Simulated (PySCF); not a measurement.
**C₄H₈Si: electronic excitations and core binding energies**

Wanted: the electronic excitations and core binding energies of C₄H₈Si (`[SiH3]CC1=CC1`), by calculation.

Programs: PySCF 2.14.0, with density-fitted response routines of our own. Each step states its level of theory. These are calculated values for one molecule in the gas phase, unless marked as measured. Atoms count from 0, in the outputs and in this text.

## 1. The starting structure

13 atoms, charge 0, multiplicity 1; geometry from: GFN2-xTB.

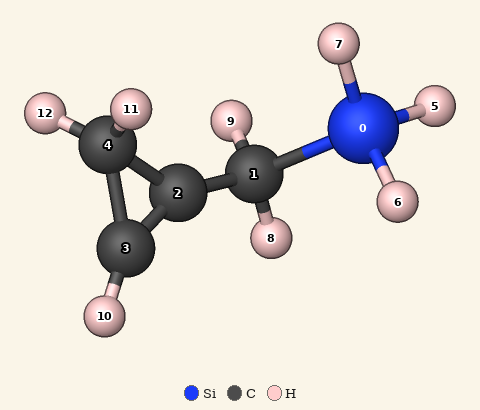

As it starts; silicon blue, carbon dark grey, hydrogen pink, atoms numbered; sticks join atoms by distance.

## 2. TDDFT and polarisability: CAM-B3LYP/def2-SVPD

Job settings and geometry (Å):

```
{"job": {"kind": "uv", "xc": "CAM-B3LYP", "basis": "def2-SVPD", "nstates": 8, "ntriplets": 3}, "charge": 0, "multiplicity": 1}
Si    -1.902809     0.219813     0.473997
C     -0.615834    -0.023385    -0.924189
C      0.739442     0.060067    -0.396231
C      1.865507     0.674608    -0.182324
C      1.737088    -0.686846     0.439685
H     -3.234487     0.050691    -0.111012
H     -1.754070     1.566066     1.026446
H     -1.682055    -0.784124     1.513908
H     -0.758828     0.730721    -1.700734
H     -0.771101    -1.005360    -1.376331
H      2.514589     1.504788    -0.306698
H      1.586542    -0.775159     1.512120
H      2.271626    -1.531393     0.013635
```

Level: TDDFT CAM-B3LYP/def2-SVPD, vertical, gas phase, core orbitals frozen in the response.

Started as:

```
> OMP_NUM_THREADS=1 python probes_run.py task.json out
```

The driver reads the jobs from task.json and runs them one after another.

**Question.** This job is followed by: delta-SCF UKS SCAN, pcX-2 on the ionised atom, pcseg-1 elsewhere, spin-free X2C. What will the session give for the following? lowest singlet (CAM-B3LYP/def2-SVPD); lowest triplet; C1s binding energies, SCAN/pcX-2 (standing for 3 of 4 atoms); Si1s binding energies, SCAN/pcX-2; Si2p binding energies, SCAN/pcX-2.

As calculated:

```
                                                    quantity                               value
                        lowest singlet (CAM-B3LYP/def2-SVPD)         6.20 eV (200 nm), f = 0.208
                                              lowest triplet                             4.07 eV
C1s binding energies, SCAN/pcX-2 (standing for 3 of 4 atoms)  C1 290.63, C4 290.46, C3 289.98 eV
                           Si1s binding energies, SCAN/pcX-2                      Si0 1846.41 eV
                           Si2p binding energies, SCAN/pcX-2                       Si0 106.91 eV
```

The first singlet state (HOMO→LUMO 0.36, HOMO→LUMO+1 0.35) lies at 6.20 eV and is bright. The lowest triplet lies 2.12 eV below the lowest singlet (triplets in Tamm-Dancoff, singlets in full TDDFT). C1 (allylic sp3 CH2 bonded to Si) binds its C1s electron 0.65 eV more tightly than C3 (alkene CH). Only 3 of the 4 C atoms are covered by sound results.
